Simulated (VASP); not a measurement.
Band structure of Os (hcp). Computed with optB86b-vdW, VASP's PBE PAW potentials (set 64) (plane waves; VASP).

Unless said otherwise, spin-orbit coupling is left out, though it shifts the bands of the heavy elements here.

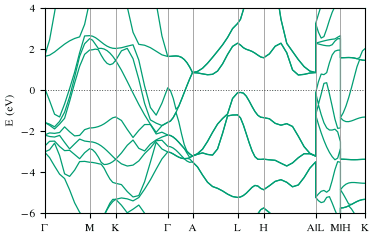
Figure: Bands along high-symmetry lines, zero at the valence-band maximum or, without a gap, the Fermi level

Question: Read the plot: is there a gap, and where are the band edges?

Answer: It has no gap at this level: it comes out as a metal or semimetal. (Edges off the drawn lines would not show.)

The compound is Os in the hcp structure. It was relaxed first.
